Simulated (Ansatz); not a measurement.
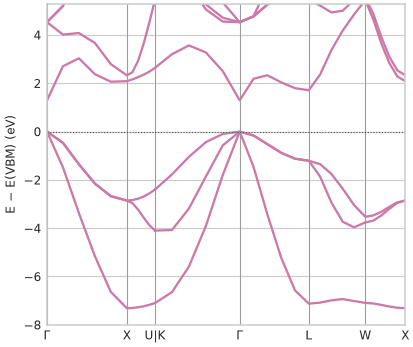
Band structure from plane-wave PAW HSE06 (Ansatz code)

Problem. Read off the gap and where the band edges lie.

Solution. About 1.3 eV (1.29 eV among the points solved); maximum at Γ, minimum at Γ.

Problem. Which of these materials gives this?
(A) GaAs, zinc blende
(B) SiC, zinc blende
(C) GaN, rock salt
(D) BeTe, zinc blende

Solution. A, GaAs, zinc blende

Space group F-43m (zinc blende). The cell was relaxed with HSE06 under the symmetry of its start. The hybrid was solved on a coarse mesh, the path and, where they were found, the r²SCAN edge points; its band edges are the extreme levels among these. Spin–orbit coupling is left out wherever it is not named.

Potentials: the earlier of the program's two PAW sets.
